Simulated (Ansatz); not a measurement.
**Phonons of Pb(100) film of 3 layers**

Question: is the lattice of Pb(100) film of 3 layers stable, and if so, what are its coupling constant and resistivity?

Main program and level: Ansatz 0.2.0; DFT PBE, scalar-relativistic, plane waves, PAW.

**1. The structure**

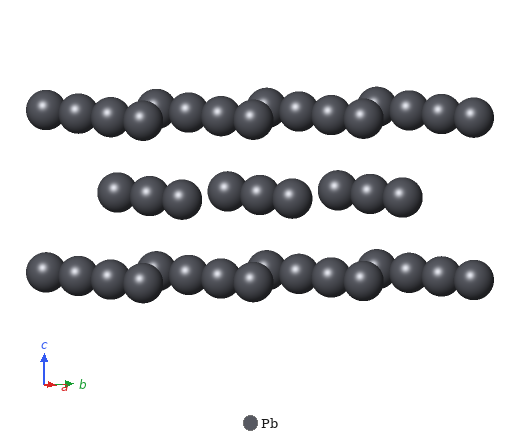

The starting structure, seen from the side, with the c axis up (lead dark grey). 3×3×1 cells are drawn. Some periodic images of atoms are drawn too.

The cell holds 3 atoms: 3 Pb. Cell: a = 3.500 Å, b = 3.500 Å, c = 15.950 Å, α = 90.0°, β = 90.0°, γ = 90.0°. It derives from Pb. Vacuum lies along c.

**2. Relaxing cell and atoms**

The structure is brought to rest under this functional.

input.yaml reads:

```yaml
crystal:
  lattice:
    - [3.50018, 0.0, 0.0]
    - [0.0, 3.50018, 0.0]
    - [0.0, 0.0, 15.95]
  atoms:
    - { symbol: Pb, position: [0.0, 0.0, 0.34482759] }
    - { symbol: Pb, position: [0.5, 0.5, 0.5] }
    - { symbol: Pb, position: [0.0, 0.0, 0.65517241] }
  periodic: [true, true, false]
kpoints:
  mp_grid: { grid: [8, 8, 1] }
hamiltonian:
  xc: pbe
scf:
  occupations: { method: gaussian, width: 0.1 }
output:
  forces: true
  stress: true
  eigenvalues: true
  write_density: true
  write_potential: true
  elf: true
  volumetric_format: npy
relax:
  adjacent_minimum: "off"
  f_tol: 0.005
  max_steps: 80
  cell: { stress_2d_tol: 0.02 }
```

On the command line:

```
$ ansatz run input.yaml --threads 4 --pin off --max-ram 16384MiB --backend cpu --events-out ev --progress --plain --runs-dir out
```

Numbers of over 12 decimals in the logs are rounded to 6 here.

What it wrote:

```text
Warning: crystal.periodic: the lattice vector that does not repeat stood 0.000° off the slab's normal, 15.950 Å along it as the deck builds it. The run solves the slab on a vector along the normal, 33.700 Å long, with every atom where it was (on the deck's vector they left 11.00 Å outside them, and the widest stretch free of ions among them is 2.47 Å). A fractional position that the run reports is one of the run's ce [...]
crystal.periodic: the lattice vector that does not repeat stood 0.000° off the slab's normal, 15.950 Å along it as the deck builds it. The run solves the slab on a vector along the normal, 33.700 Å long, with every atom where it was (on the deck's vector they left 11.00 Å outside them, and the widest stretch free of ions among them is 2.47 Å). A fractional position that the run reports is one of the run's cell, which [...]
Engine: ansatz 0.2.0, aarch64-unknown-linux-gnu
Pseudopotentials: kind: paw
Pseudopotential: Pb, paw, valence charge 14, recommended cutoff 420 eV (normal), Pb.paw.azcp
Functional definition: PBE
  parameter kappa = 0.804
  parameter beta = 0.066725
  exchange = pbe_x(kappa = kappa, mu = beta*pi^2/3)
  correlation = pbe_c(beta = beta)
Crystal: 3 atoms, lattice volume = 412.867 Å³
Basis set: ecut = 420 eV, 8045 PW (Γ), exchange–correlation on 48×48×480 points (8 copies of the dense FFT grid, shifted against one another)
Bands: 26, of which v1, the nominal top of the filled ones, is band 21 counted from 1 (20 counted from 0)
Symmetry: 16 space group operations
Space group: P4/mmm (ITA 123), of the structure as read, at distance tolerance 7.4e-5 Å
k-points: 15 of 64
Non-local potential: Pb, projectors of the file, l = 0: 2, l = 1: 2, l = 2: 2, l = 3: 2
PAW form: soft (Blöchl's): semilocal exchange-correlation on the pseudo side does not see the compensation charge
PAW one-centre angular grid: Pb, 590 points (default); XC on 64 Gauss nodes
Initial density: superposition of atomic densities (neutral atoms: chi_scale 0, normalization atom), corrected by the library's trained network
Initial wavefunctions: pseudopotential atomic-orbital guess
Functional: x = pbe(κ = 0.804, μ = 0.219515), c = pbe(β = 0.066725)
SCF iter   1: F=—  HF=-35718.665559 eV  |F-HF|=—  |Δ(HF+E_count)|=         —  Δρ=6.36e-4  dr2=1.98e-3  ethr=1.77e-3  ⟨swp⟩=11.4  Hψ=2648  notcnv=0
preconditioner: auto → LDOS  [insulator: Δε(μ)=0.115 eV  Ē_g=15.867 eV  σ=0.100 eV  W_gap=0.58  n_scr=38 (ndim 8)  ℏωp=11.8 eV  f_vac=0.718  D(μ)=2.79/eV (n_scr^D=10)  ε∞_Penn≈1.6  β→1.0]
SCF iter   2: F=—  HF=-35718.668089 eV  |F-HF|=—  |Δ(HF+E_count)|=   2.53e-3  Δρ=2.71e-4  dr2=4.69e-4  ethr=4.71e-6  ⟨swp⟩=3.7  Hψ=1200  notcnv=0  defer=6
SCF iter   3: F=—  HF=-35718.668082 eV  |F-HF|=—  |Δ(HF+E_count)|=   6.83e-6  Δρ=1.72e-4  dr2=1.47e-4  ethr=1.12e-6  ⟨swp⟩=2.8  Hψ=733  notcnv=0  defer=6
SCF iter   4: F=—  HF=-35718.668050 eV  |F-HF|=—  |Δ(HF+E_count)|=   3.21e-5  Δρ=4.21e-5  dr2=7.57e-6  ethr=3.50e-7  ⟨swp⟩=2.6  Hψ=763  notcnv=0  defer=6
SCF iter   5: F=—  HF=-35718.668012 eV  |F-HF|=—  |Δ(HF+E_count)|=   3.84e-5  Δρ=1.94e-5  dr2=2.50e-6  ethr=1.80e-8  ⟨swp⟩=3.7  Hψ=1006  notcnv=0  defer=6
SCF iter   6: F=—  HF=-35718.668012 eV  |F-HF|=—  |Δ(HF+E_count)|=   3.13e-8  Δρ=4.26e-6  dr2=1.78e-7  ethr=5.95e-9  ⟨swp⟩=2.5  Hψ=727  notcnv=0  defer=6
SCF iter   7: F=-35718.668012 eV  HF=-35718.668012 eV  |F-HF|=2.07e-9  |Δ(HF+E_count)|=   9.21e-9  Δρ=1.48e-6  dr2=2.99e-8  ethr=2.38e-10  ⟨swp⟩=24.1  Hψ=4469  notcnv=0
SCF 1 converged in 7 iterations: F = -35718.668012 eV  dr2 = 2.99e-8
  greatest PAW one-centre occupation: 0.978 electrons in one spin orbital (limit 2), on the Pb atom at site 2 (counted from 0), in its partial waves of l = 2
relax step   1: F+E_penalty+E_count = -35718.66801202 eV  Δ(F+E_penalty+E_count) = +0.000e0 eV  max|allowed force component| = 1.701e-2 eV/Å  Δτ_max = 0.0000 Å  P = -0.524 N/m  Ω = 412.867 Å³  fix = [c, alpha, beta]  reactions: c +0.000 N/m  (7 SCF iters, dr2 threshold 1.00e-7 eV, accepted)
Crystal: 3 atoms, lattice volume = 408.908 Å³
Basis set: ecut = 420 eV, 7917 PW (Γ), exchange–correlation on 48×48×480 points (8 copies of the dense FFT grid, shifted against one another)
Initial density: handed on by an earlier stage of this run
Initial wavefunctions: those handed on with the density
iter 1 solved again at ethr=1.05e-6 eV; its pass at ethr=3.10e-3 eV (dr2=4.40e-4 eV) is discarded
SCF iter   1: F=—  HF=-35718.672344 eV  |F-HF|=—  |Δ(HF+E_count)|=         —  Δρ=1.85e-4  dr2=3.62e-4  ethr=1.05e-6  ⟨swp⟩=4.0  Hψ=3031  notcnv=0
preconditioner: auto → LDOS  [insulator: Δε(μ)=0.105 eV  Ē_g=15.851 eV  σ=0.100 eV  W_gap=0.54  n_scr=40 (ndim 8)  ℏωp=11.9 eV  f_vac=0.718  D(μ)=3.01/eV (n_scr^D=12)  ε∞_Penn≈1.6  β→1.0]
SCF iter   2: F=—  HF=-35718.672312 eV  |F-HF|=—  |Δ(HF+E_count)|=   3.16e-5  Δρ=9.47e-5  dr2=4.80e-5  ethr=8.61e-7  ⟨swp⟩=2.3  Hψ=704  notcnv=0
SCF iter   3: F=—  HF=-35718.672277 eV  |F-HF|=—  |Δ(HF+E_count)|=   3.57e-5  Δρ=4.67e-5  dr2=1.80e-5  ethr=1.14e-7  ⟨swp⟩=3.0  Hψ=820  notcnv=0
SCF iter   4: F=—  HF=-35718.672275 eV  |F-HF|=—  |Δ(HF+E_count)|=   2.07e-6  Δρ=1.65e-5  dr2=1.85e-6  ethr=4.28e-8  ⟨swp⟩=2.2  Hψ=743  notcnv=0
SCF iter   5: F=—  HF=-35718.672275 eV  |F-HF|=—  |Δ(HF+E_count)|=   7.18e-8  Δρ=6.11e-6  dr2=3.26e-7  ethr=4.39e-9  ⟨swp⟩=2.1  Hψ=699  notcnv=0
SCF iter   6: F=-35718.672275 eV  HF=-35718.672275 eV  |F-HF|=6.40e-10  |Δ(HF+E_count)|=   1.08e-8  Δρ=1.13e-6  dr2=1.81e-8  ethr=7.14e-10  ⟨swp⟩=18.0  Hψ=4196  notcnv=0
SCF 2 converged in 6 iterations: F = -35718.672275 eV  dr2 = 1.81e-8
relax step   2: F+E_penalty+E_count = -35718.67227453 eV  Δ(F+E_penalty+E_count) = -4.263e-3 eV  max|allowed force component| = 2.665e-2 eV/Å  Δτ_max = 0.0173 Å  P = -0.398 N/m  Ω = 408.908 Å³  energy of the carried Pulay correction = +1.255e-4 eV  fix = [c, alpha, beta]  reactions: c +0.000 N/m  (6 SCF iters, dr2 threshold 3.00e-7 eV, accepted)
Crystal: 3 atoms, lattice volume = 389.545 Å³
Basis set: ecut = 420 eV, 7581 PW (Γ), exchange–correlation on 48×48×480 points (8 copies of the dense FFT grid, shifted against one another)
iter 1 solved again at ethr=8.53e-5 eV; its pass at ethr=3.10e-3 eV (dr2=3.58e-2 eV) is discarded
SCF iter   1: F=—  HF=-35718.679188 eV  |F-HF|=—  |Δ(HF+E_count)|=         —  Δρ=1.81e-3  dr2=3.16e-2  ethr=8.53e-5  ⟨swp⟩=2.5  Hψ=3228  notcnv=0
preconditioner: auto → LDOS  [metal: Δε(μ)=0.086 eV  Ē_g=15.827 eV  σ=0.100 eV  W_gap=0.44  n_scr=32 (ndim 8)  ℏωp=12.2 eV  f_vac=0.704  D(μ)=3.22/eV (n_scr^D=12)  β→1.0]
SCF iter   2: F=—  HF=-35718.676233 eV  |F-HF|=—  |Δ(HF+E_count)|=   2.95e-3  Δρ=8.15e-4  dr2=3.16e-3  ethr=7.53e-5  ⟨swp⟩=2.7  Hψ=732  notcnv=0
SCF iter   3: F=—  HF=-35718.676198 eV  |F-HF|=—  |Δ(HF+E_count)|=   3.57e-5  Δρ=4.78e-4  dr2=1.98e-3  ethr=7.52e-6  ⟨swp⟩=3.1  Hψ=919  notcnv=0
SCF iter   4: F=—  HF=-35718.675833 eV  |F-HF|=—  |Δ(HF+E_count)|=   3.65e-4  Δρ=8.02e-5  dr2=2.87e-5  ethr=4.73e-6  ⟨swp⟩=2.3  Hψ=764  notcnv=0
SCF iter   5: F=—  HF=-35718.675813 eV  |F-HF|=—  |Δ(HF+E_count)|=   2.06e-5  Δρ=3.78e-5  dr2=1.56e-5  ethr=6.83e-8  ⟨swp⟩=3.1  Hψ=930  notcnv=0
SCF iter   6: F=—  HF=-35718.675813 eV  |F-HF|=—  |Δ(HF+E_count)|=   7.92e-7  Δρ=1.05e-5  dr2=8.98e-7  ethr=3.72e-8  ⟨swp⟩=3.0  Hψ=748  notcnv=0
SCF iter   7: F=-35718.675814 eV  HF=-35718.675814 eV  |F-HF|=4.13e-8  |Δ(HF+E_count)|=   4.98e-7  Δρ=3.27e-6  dr2=1.14e-7  ethr=4.22e-10  ⟨swp⟩=20.3  Hψ=4552  notcnv=0
SCF 3 converged in 7 iterations: F = -35718.675814 eV  dr2 = 1.14e-7
relax step   3: F+E_penalty+E_count = -35718.67581389 eV  Δ(F+E_penalty+E_count) = -3.539e-3 eV  max|allowed force component| = 1.066e-1 eV/Å  Δτ_max = 0.1988 Å  P = -0.640 N/m  Ω = 389.545 Å³  energy of the carried Pulay correction = +7.696e-4 eV  fix = [c, alpha, beta]  reactions: c +0.000 N/m  (7 SCF iters, dr2 threshold 1.77e-7 eV, accepted)
[...]
relax step   4: F+E_penalty+E_count = -35718.68381585 eV  Δ(F+E_penalty+E_count) = -8.002e-3 eV  max|allowed force component| = 1.028e-2 eV/Å  Δτ_max = 0.0701 Å  P = +0.214 N/m  Ω = 387.198 Å³  energy of the carried Pulay correction = +8.513e-4 eV  fix = [c, alpha, beta]  reactions: c +0.000 N/m  (7 SCF iters, dr2 threshold 3.00e-7 eV, accepted)
[...]
relax step   5: F+E_penalty+E_count = -35718.68412923 eV  Δ(F+E_penalty+E_count) = -3.134e-4 eV  max|allowed force component| = 3.487e-3 eV/Å  Δτ_max = 0.0236 Å  P = -0.037 N/m  Ω = 392.186 Å³  energy of the carried Pulay correction = +6.787e-4 eV  fix = [c, alpha, beta]  reactions: c +0.000 N/m  (7 SCF iters, dr2 threshold 5.15e-8 eV, accepted)
[...]
relax step   6: F+E_penalty+E_count = -35718.68424543 eV  Δ(F+E_penalty+E_count) = -1.162e-4 eV  max|allowed force component| = 6.698e-4 eV/Å  Δτ_max = 0.0078 Å  P = -0.008 N/m  Ω = 391.079 Å³  energy of the carried Pulay correction = +7.167e-4 eV  fix = [c, alpha, beta]  reactions: c +0.000 N/m  (8 SCF iters, dr2 threshold 1.53e-9 eV, accepted)
Initial wavefunctions: pseudopotential atomic-orbital guess (no wavefunctions were taken with the density)
iter 1 solved again at ethr=2.65e-7 eV; its pass at ethr=3.10e-3 eV (dr2=1.11e-4 eV) is discarded
SCF iter   1: F=—  HF=-35718.683624 eV  |F-HF|=—  |Δ(HF+E_count)|=         —  Δρ=3.81e-5  dr2=1.05e-6  ethr=2.65e-7  ⟨swp⟩=5.2  Hψ=4294  notcnv=0
preconditioner: auto → LDOS  [metal: Δε(μ)=0.067 eV  Ē_g=15.891 eV  σ=0.100 eV  W_gap=0.33  n_scr=32 (ndim 8)  ℏωp=12.2 eV  f_vac=0.711  D(μ)=3.67/eV (n_scr^D=12)  β→1.0]
SCF iter   2: F=—  HF=-35718.683592 eV  |F-HF|=—  |Δ(HF+E_count)|=   3.19e-5  Δρ=9.04e-6  dr2=2.42e-7  ethr=2.49e-9  ⟨swp⟩=3.3  Hψ=953  notcnv=0
SCF iter   3: F=—  HF=-35718.683592 eV  |F-HF|=—  |Δ(HF+E_count)|=   9.71e-8  Δρ=2.70e-6  dr2=2.06e-8  ethr=5.77e-10  ⟨swp⟩=2.6  Hψ=868  notcnv=0
SCF iter   4: F=—  HF=-35718.683592 eV  |F-HF|=—  |Δ(HF+E_count)|=   1.46e-9  Δρ=4.78e-7  dr2=5.17e-10  ethr=4.89e-11  ⟨swp⟩=2.8  Hψ=800  notcnv=0
SCF iter   5: F=—  HF=-35718.683592 eV  |F-HF|=—  |Δ(HF+E_count)|=   1.30e-9  Δρ=1.43e-7  dr2=1.55e-10  ethr=1.23e-12  ⟨swp⟩=3.5  Hψ=1011  notcnv=0
SCF iter   6: F=—  HF=-35718.683592 eV  |F-HF|=—  |Δ(HF+E_count)|=  3.93e-10  Δρ=2.77e-8  dr2=3.97e-12  ethr=1.00e-12  ⟨swp⟩=2.5  Hψ=692  notcnv=0
SCF iter   7: F=-35718.683592 eV  HF=-35718.683592 eV  |F-HF|=4.37e-11  |Δ(HF+E_count)|=  1.02e-10  Δρ=8.44e-9  dr2=6.90e-13  ethr=1.00e-12  ⟨swp⟩=13.1  Hψ=2820  notcnv=0
SCF 7 converged in 7 iterations: F = -35718.683592 eV  dr2 = 6.90e-13
relax step   7: F+E_penalty+E_count = -35718.68359167 eV  Δ(F+E_penalty+E_count) = +6.538e-4 eV  max|allowed force component| = 6.608e-4 eV/Å  Δτ_max = 0.0000 Å  P = -0.011 N/m  Ω = 391.079 Å³  fix = [c, alpha, beta]  reactions: c +0.000 N/m  stress off target by 1.15e-2 N/m on what of the cell is left free  SCF on the basis re-selected at this cell (its energy is not comparable with the rows above)  (7 SCF iters)
basis re-selected at this cell: Δ(F+E_penalty+E_count) = +6.538e-4 eV, ΔP = -0.004 N/m vs the last step (what re-selecting the basis moved, of the pressure what is left beyond the Pulay correction that the steps carried, after the strain that the cell walked since its last selection, with what the two solves' SCF thresholds leave and, on support functions, any second-order correction that the steps lacked; it is no m [...]
WARN: The output density's exchange-correlation potential varies sharply where the density is thin. Do not read a vacuum level from v_tot or v_xc, or from such a field of the output density. On a cell that repeats whose density bears no net charge and no dipole along the vacuum's axis use v_es (v_loc + v_h of the components); under efield.dipole_correction with no amplitude use v_es + v_field, which holds any externa [...]
SCF converged after 7 iterations
Free energy (F): -35718.683592 eV
Harris-Foulkes:  -35718.683592 eV  (|F-HF|=4.37e-11)
Internal energy: -35718.665235 eV  (E = F + TS)
E sigma→0 (E₀):  -35718.674413 eV
Entropy (-TS):   -0.018357 eV (-6.119 meV/atom)
Fermi energy:    -3.831641 eV
--- Per-component energies (eV) ---
  E_band       = -725.341681
  E_kinetic    = 865.007136
  E_local      = -84499.122625  (includes V_loc(G=0)·N_el)
  E_nonlocal   = 1048.537323
  E_hartree    = 41629.997883
  E_xc         = -660.902268
  E_vxc        = -395.488367  (∫ρ·V_xc dr)
  E_paw        = -31216.687111  (= ΣΔE_a)
  E_vpaw       = -1004.271275  (= ΣTr[D̂ρ^β])
  E_aug_tail   = 0.000148  (compensation charges beyond the density's cutoff)
  E_ewald      = 37114.504278
  E_smearing   = -0.018357  (= −TS)
  E_closure    = -0.000000  (closes the sum)
  Σ components = -35718.683592   (vs F -35718.683592, Δ=0.00e0)
--- Forces (eV/Å), atoms counted from 1 ---
  atom   1  Pb     0.00000000     0.00000000    -0.00066083
  atom   2  Pb     0.00000000     0.00000000     0.00000000
  atom   3  Pb     0.00000000     0.00000000     0.00066083
  max |Σ_I F_I| component: 1.08e-19 eV/Å
--- 2D stress c σ (N/m, compression-positive) ---
       -0.011491       0.000000       0.000000
        0.000000      -0.011491       0.000000
        0.000000       0.000000       0.000000
  P = ½ c Tr σ = -0.0115 N/m
--- Band table (eV; the first three rows and the last of 15) ---
  k-point 0: bands = [... 17 lower, -11.9898, -6.3655, -3.7682, -1.1168 (-1.1174°), -0.4557 (-0.4557°), -0.4557 (-0.4557°), -0.2414 (-0.2678°), 0.3133, ... 1 higher]
  k-point 1: bands = [... 17 lower, -11.8510, -6.1468, -3.8611, -1.9823, -1.6346 (-1.6346°), -0.4200 (-0.4233°), -0.2165 (-0.2165°), -0.0820, ... 1 higher]
  k-point 2: bands = [... 17 lower, -11.5042, -5.6274, -5.2367, -3.8348, -2.8257, -1.7141, -0.1257 (-0.1266°), 0.4693, ... 1 higher]
  k-point 14: bands = [... 17 lower, -9.9530, -6.2389, -6.2389, -4.8423, -4.8423, -3.0926, -3.0926, -2.5377, ... 1 higher]
  ° read free of the cell's end (the report's vacuum.weakly_bound_levels)
--- Relaxed structure (6 steps of the walk, 6 accepted, 1 SCFs on fresh bases) ---
  F+E_penalty+E_count = -35718.68359167 eV   max|allowed force component| = 6.608e-4 eV/Å   (the final SCF, on the basis selected at the relaxed cell)
  cell:  # Å, volume = 391.0791 Å³
    - [3.406570, 0, 0.0]
    - [0, 3.406570, 0.0]
    - [0.0, 0.0, 33.700000]
  atoms:
    - { symbol: Pb, position: [0, 0, 0.159342] }
    - { symbol: Pb, position: [0.5, 0.5, 0.236647] }
    - { symbol: Pb, position: [0, 0, 0.313952] }
```

Run time: 27 s. Hardware: 4 threads of Arm Neoverse V1, shared host; peak memory 0.73 GiB.

Relaxation path:

```
step  energy less that of the first step (eV)  largest force component (eV/Å)  volume (Å³)
   1                                   0.0000                          0.0170       412.87
   2                                  -0.0043                          0.0267       408.91
   3                                  -0.0078                          0.1066       389.54
   4                                  -0.0158                          0.0103       387.20
   5                                  -0.0161                          0.0035       392.19
   6                                  -0.0162                          0.0007       391.08
  7*                                  -0.0156                          0.0007       391.08
```

Relaxation steps marked * repeat the geometry before them on a plane-wave basis chosen anew for their cell, so energy and pressure can jump there.

The run keeps the 16 symmetry operations that it works with, so distortions that break them were not tested.

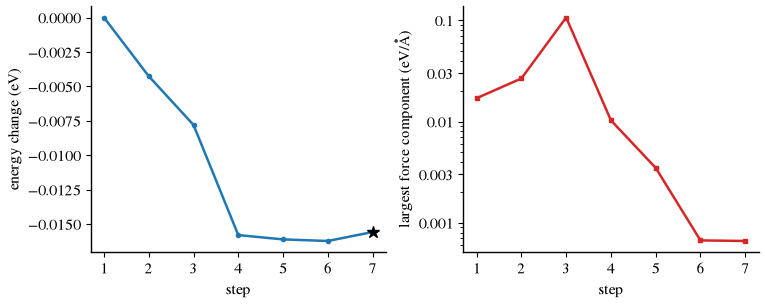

Energy and largest force along the relaxation. Stars mark steps on a basis chosen anew.

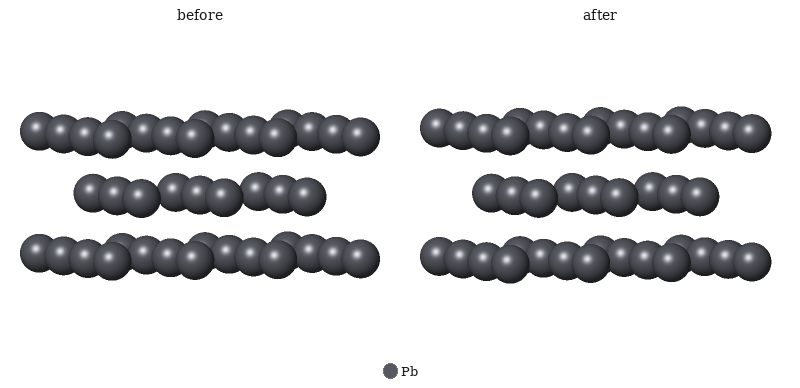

Before and after, at one scale.

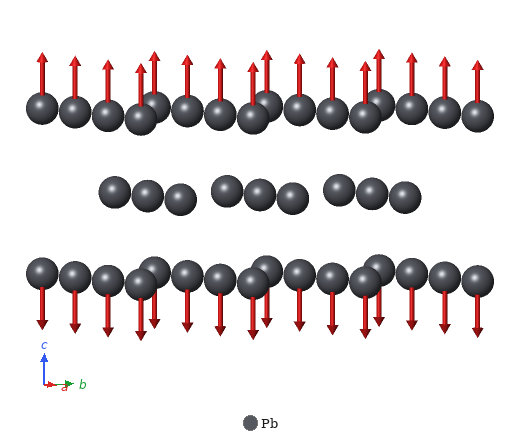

Displacements in the relaxation, exaggerated, measured against the changing cell; the longest in the cell stands for 0.13 Å. 3×3×1 cells are drawn. Some periodic images of atoms are drawn too.

```csv
cell as run,before,after,change
a (Å),3.500,3.407,-2.7 %
b (Å),3.500,3.407,-2.7 %
```

The atoms that moved most (Å, along periodic axes as changes of fractional coordinates times the final cell, across vacuum about the mean position):

```
atom     dx     dy      dz  length
 Pb1  0.000  0.000  -0.130   0.130
 Pb3  0.000  0.000   0.130   0.130
```

Final coordinates:

```cif
data_structure
_symmetry_space_group_name_H-M 'P 1'
_symmetry_Int_Tables_number 1
_cell_length_a 3.4066
_cell_length_b 3.4066
_cell_length_c 33.7000
_cell_angle_alpha 90.000
_cell_angle_beta 90.000
_cell_angle_gamma 90.000
_cell_volume 391.08
loop_
_atom_site_label
_atom_site_type_symbol
_atom_site_fract_x
_atom_site_fract_y
_atom_site_fract_z
_atom_site_occupancy
Pb1 Pb 0.00000 0.00000 0.15934 1
Pb2 Pb 0.50000 0.50000 0.23665 1
Pb3 Pb 0.00000 0.00000 0.31395 1
```

Numbers from this step:

- metallic on mesh: yes
- gap on the k-mesh: 0 eV

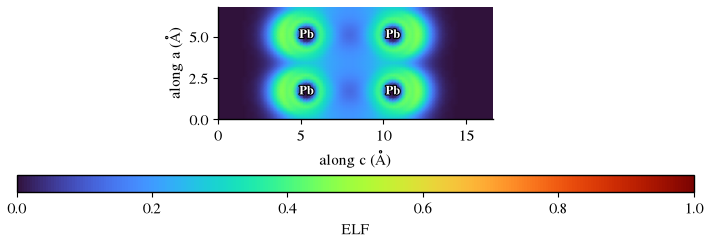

ELF in the ca plane at fractional y = 0.000, with atoms of Pb within 0.2 Å of it. It is the smooth field of the valence electrons, not physical close to the nuclei. The map starts off the cell's origin, so that atoms lie inside it. The far vacuum is left out of the map.

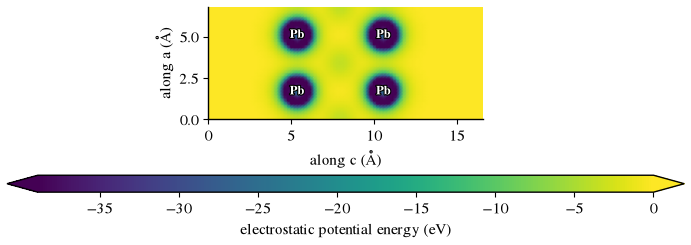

Electrostatic potential energy in the ca plane at fractional y = 0.000, with atoms of Pb within 0.2 Å of it. With pseudopotentials it is smooth inside the atoms' cores, unlike the true potential. The map starts off the cell's origin, so that atoms lie inside it. The far vacuum is left out of the map.

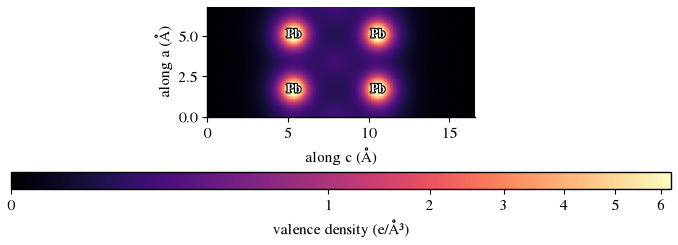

Valence density in the ca plane at fractional y = 0.000, with atoms of Pb within 0.2 Å of it. It is the smooth field of the valence electrons, not physical close to the nuclei. The map starts off the cell's origin, so that atoms lie inside it. The colour scale is stretched toward low values. The far vacuum is left out of the map.

The relaxation ends with a largest force component of 6.6e-4 eV/Å.

(Continued in part 2 of 2.)

[Logs are printed without paths, hosts, clocks, repeated set-up lines and the standing remarks that a program may print on its own settings, such as how far it seeks lower states.]

[Hosts, paths, dates, database ids (printed as entryN), source tags and the programs' standing remarks are cut or masked in the printed files.]
